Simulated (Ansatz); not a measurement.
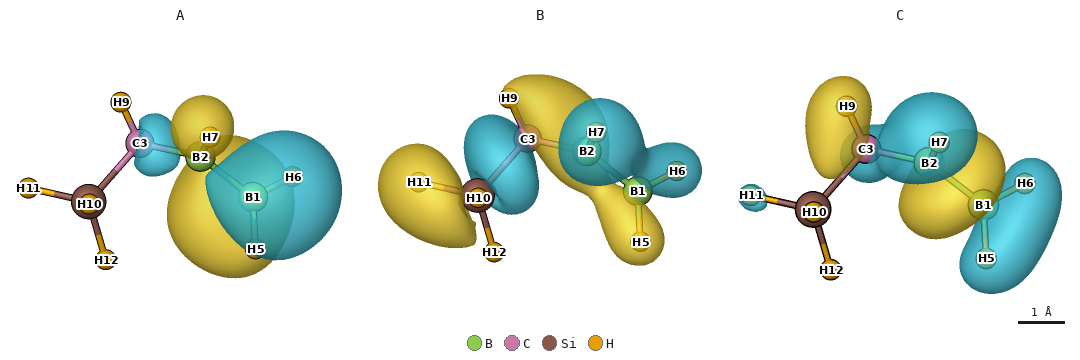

Figure. CH8B2Si. Three frontier orbitals at ±0.08 Å⁻³ᐟ² (yellow and cyan are the two phases), in no order.

Geometry: PBE0-D4/def2-TZVP.

Theory: RKS PBE0-D4/def2-TZVPP (Ansatz 0.2.0).

```xyz
12

B    -1.6915    1.3713    0.1683
B    -0.2675    0.7780    0.7310
C     0.2285   -0.6855    0.7338
Si    1.1535   -0.9503   -0.8957
H    -1.8513    1.6944   -0.9771
H    -2.6250    1.5681    0.8980
H     0.5069    1.6172    1.1301
H    -0.5558   -1.4483    0.7391
H     0.9642   -0.9045    1.5138
H     2.2340    0.0558   -1.0656
H     1.7621   -2.3066   -0.8955
H     0.2191   -0.8447   -2.0462
```

### Which picture is the HOMO−1, the HOMO and the LUMO?

B is the HOMO−1 (−9.03 eV). Its weight (Hirshfeld) is mainly on C3 (about 30 %), Si4 (about 20 %), B2 (about 15 %), H11 (about 10 %) and H7 (about 5 %). C is the HOMO (−8.08 eV). It lies mainly on B1 (about 30 %), B2 (about 30 %), H7 (about 10 %), C3 (about 10 %) and H5 (about 5 %). A is the LUMO (−1.63 eV). By Hirshfeld shares it lies mainly on B1 (about 60 %), B2 (about 10 %), H5 (about 5 %) and H6 (about 5 %).

### What is the HOMO–LUMO gap?

6.45 eV between the orbital energies.
